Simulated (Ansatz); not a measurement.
Molecular dynamics, with input and output: HfSiH6Cl2O2 (part 6 of 6)

Continued. System: HfSiH6Cl2O2. Method: RKS B3LYP-D4/def2-SVP (Ansatz 0.2.0). It belongs to a series of runs on one base structure; here: dynamics from the highest image of the converged band.

Geometry of the input (Å):
```
Hf 0.0097  0.1195  -0.0207
O  -0.3624  0.1662  2.0797
H  -1.1493  0.1881  2.6467
Cl 2.0518  -0.2331  -1.1676
Cl -1.4586  1.5977  -1.1195
O  -0.7839  -1.6102  -0.1827
H  -0.9708  -2.5459  -0.2918
Si 1.6907  2.3345  1.3171
H  3.0983  1.9032  1.5820
H  1.6877  3.0580  0.0016
H  1.3509  3.3781  2.3447
H  0.3387  1.0776  2.0217
```

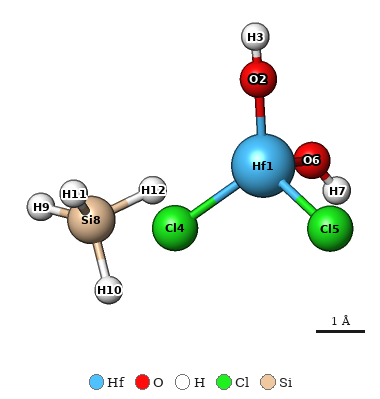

The geometry at step 200 of the log (ball-and-stick view, seen at a tilt; atoms are numbered from 1 in the order of the input).

Notes

So short a trajectory is not equilibrated.
